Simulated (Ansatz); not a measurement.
All values below come from PBE (plane waves to 420 eV, PAW; Ansatz, a quantum-chemistry and plane-wave program).

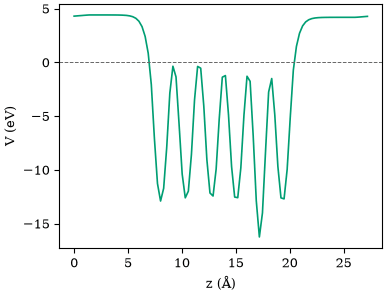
Electrostatic potential energy of an electron, averaged over planes parallel to the surface, in eV from the Fermi level, for a constructed model of the (0001) surface of hcp Ti, a layer of Pd in place of the second plane (bottom of the slab: a bare face, its two planes held)

Set-up: 6 atoms, 11.4 Å thick at the start; mesh 15x15x1; 0.1 eV smearing; dipole correction on; 2 atoms held, the rest relaxed; held to the start's symmetry, so lower structures may exist; no spin, no spin-orbit, no U. In PBE it lies 0.25 eV a 1x1 cell over the lowest computed structure of the same composition (a layer of Pd in place of the third plane).

The vacuum level lies 4.20 eV above the Fermi level over the top face and 4.42 eV above it under the bottom face.
